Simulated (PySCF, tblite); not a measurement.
# C7H14N2Si: geometry, infrared bands and NMR shifts

What infrared bands and NMR shifts should C7H14N2Si (`CCc1c(C)nn([SiH3])c1C`) show?

Computed with tblite 0.8.0 and PySCF 2.14.0, with density-fitted response routines of our own, on a single molecule in the gas phase. Atoms count from 0, in the outputs and in this text.

## Step 1: The starting structure

24 atoms, charge 0, multiplicity 1; geometry from: force field or distance geometry start.

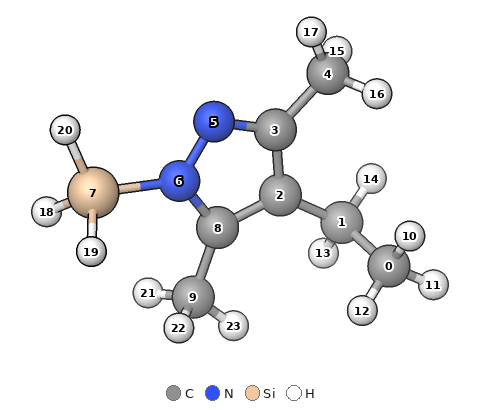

The starting geometry (carbon grey, nitrogen blue, silicon light orange, hydrogen white), atoms numbered; sticks join atoms by distance.

## Step 2: Geometry optimisation with GFN2-xTB

The job: settings as JSON, then the geometry in Å.

```
{"job": {"kind": "relax", "xc": "GFN2-xTB", "basis": "xTB"}, "charge": 0, "multiplicity": 1}
C     -2.504100    -0.944700    -0.913100
C     -1.636300    -1.104200     0.306400
C     -0.438700    -0.201400     0.297800
C     -0.347500     1.096800     0.880500
C     -1.380300     1.823300     1.668900
N      0.848500     1.637900     0.683700
N      1.531300     0.725000    -0.039700
Si     3.216100     1.040800    -0.538600
C      0.791600    -0.413500    -0.304900
C      1.274100    -1.579700    -1.085800
H     -2.896400     0.080400    -0.991500
H     -3.373600    -1.623500    -0.857500
H     -1.964500    -1.162900    -1.820800
H     -1.293000    -2.151200     0.384000
H     -2.232400    -0.910400     1.217600
H     -1.591000     1.309200     2.615700
H     -2.308800     1.895700     1.092500
H     -1.057100     2.838500     1.898300
H      4.092400    -0.081500    -0.100300
H      3.298800     1.095400    -2.025000
H      3.753100     2.313200     0.018500
H      2.126400    -2.051800    -0.587900
H      1.588300    -1.267000    -2.084300
H      0.491500    -2.344500    -1.204200
```

The run is started by

```sh
OMP_NUM_THREADS=1 python probes_run.py task.json out
```

One launch serves the whole session: the jobs run in the order shown.

**Question.** This job is followed by: GFN2-xTB harmonic vibrations, gas phase; GIAO PBE0/pcSseg-1 NMR shielding, non-relativistic, gas phase. Predict these results of the whole session: strongest single infrared mode (GFN2-xTB); zero-point energy (GFN2-xTB); 13C shifts against TMS (PBE0/pcSseg-1); 1H shifts against TMS (PBE0/pcSseg-1, means over atoms taken as alike); 15N shifts against NH3 (PBE0/pcSseg-1); 29Si shifts against TMS (PBE0/pcSseg-1).

As calculated:

| quantity | value |
| --- | --- |
| strongest single infrared mode (GFN2-xTB) | 2230 cm⁻¹, 381 km/mol |
| zero-point energy (GFN2-xTB) | 121.3 kcal/mol |
| 13C shifts against TMS (PBE0/pcSseg-1) | 154.3, 146.2, 126.9, 20.9, 19.1, 14.7, 11.6 ppm |
| 1H shifts against TMS (PBE0/pcSseg-1, means over atoms taken as alike) | 5.18, 2.48, 2.41, 2.34, 1.04 ppm |
| 15N shifts against NH3 (PBE0/pcSseg-1) | 352.3, 212.4 ppm |
| 29Si shifts against TMS (PBE0/pcSseg-1) | -52.5 ppm |

In words: The optimisation took 73 steps and gained 0.182 eV; among the close pairs (by a distance rule), Si7–H20 changed most, from 1.489 to 1.451 Å. No mode is imaginary among the 66: a minimum at this level. The strongest single mode, at 2230 cm⁻¹, moves mainly H19 and H18. GFN2-xTB is a fitted tight-binding method: band positions and strengths are rough. Its intensities can rank the bands wrongly. At PBE0/pcSseg-1: The largest span, 418 ppm, is at N5, where the paramagnetic term is -413 ppm. NICS(1)zz of -27 ppm above the planar ring from C2 marks a diatropic (aromatic) ring current.
